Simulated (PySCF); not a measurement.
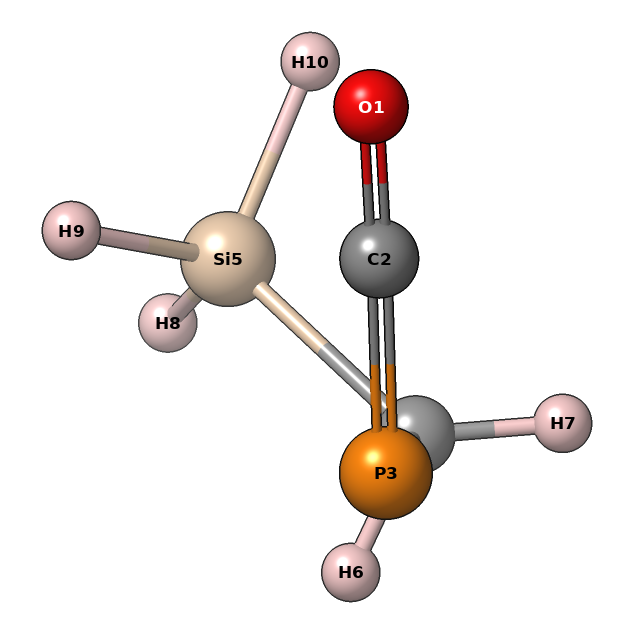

C4 lies behind P3. The molecule seen nearly along the P3–C4 bond, P3 in front. Distant atoms are faded towards the background colour. Geometry: a frame of a GFN2-xTB molecular-dynamics simulation, not a minimum.

### What is the torsion angle C2–P3–C4–Si5? The sign is positive where the front bond must turn clockwise to cover the back bond.

−52°, synclinal (gauche).
